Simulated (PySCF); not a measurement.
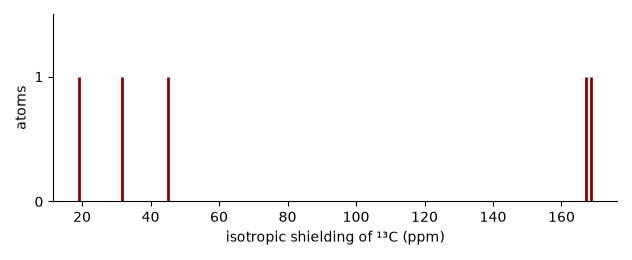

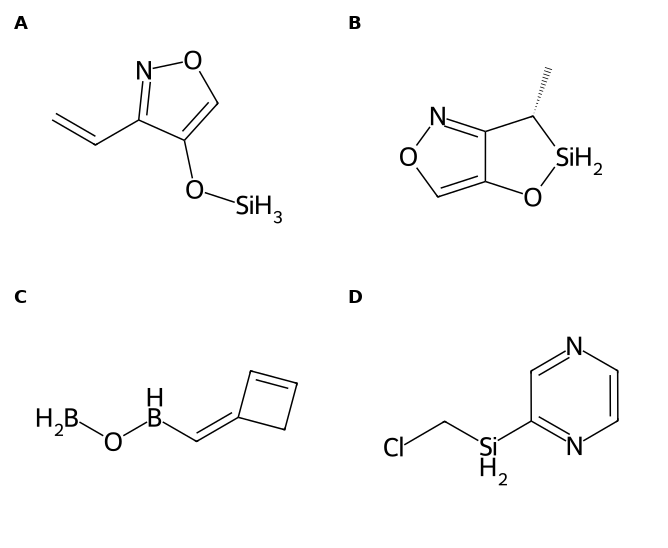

The sticks are computed shieldings of one of the molecules, for one fixed geometry (GFN2-xTB) without averaging over rotations. Low shielding means a high chemical shift. Method: GIAO PBE0/pcSseg-1 NMR shielding, non-relativistic, gas phase (PySCF 2.14.0).

### Match the spectrum to a structure.

B, `C[C@@H]1[SiH2]Oc2conc21`. Its 5 C atoms give lines at 19.0, 31.6, 45.1, 167.1, 168.8 ppm.

The geometry is semi-empirical. Around B, Si such bond lengths and angles can be off by a tenth of an ångström or more and by several degrees, and values that hang on the shape move with them.
